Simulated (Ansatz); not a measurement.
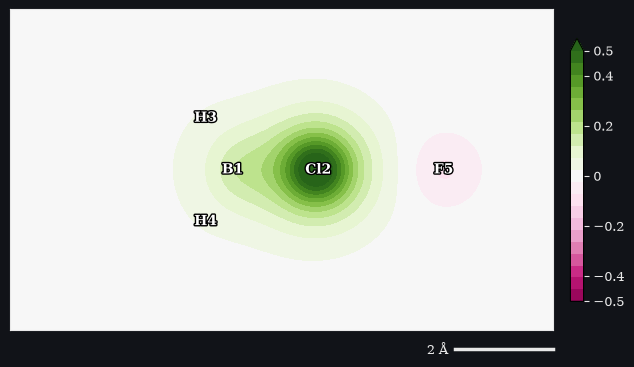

*BClH2···F (doublet). The HOMO−1 (β) on a plane 0.8 Å above the molecular plane (values in Å⁻³ᐟ²; the overall sign is arbitrary).*

Level of theory: UKS B3LYP-D4/def2-SVP (Ansatz 0.2.0).

```xyz
5

B     0.0000    0.0000   -0.0273
Cl    0.0000    0.0000    1.7255
H     1.0617    0.0000   -0.5862
H    -1.0617    0.0000   -0.5862
F     0.0000    0.0000    4.3042
```

**Where does this orbital lie, and at what energy?**

By Hirshfeld shares it lies mainly on Cl2 (about 85 %) and B1 (about 15 %); it changes sign across the molecular plane (π type). Its energy is −9.87 eV.
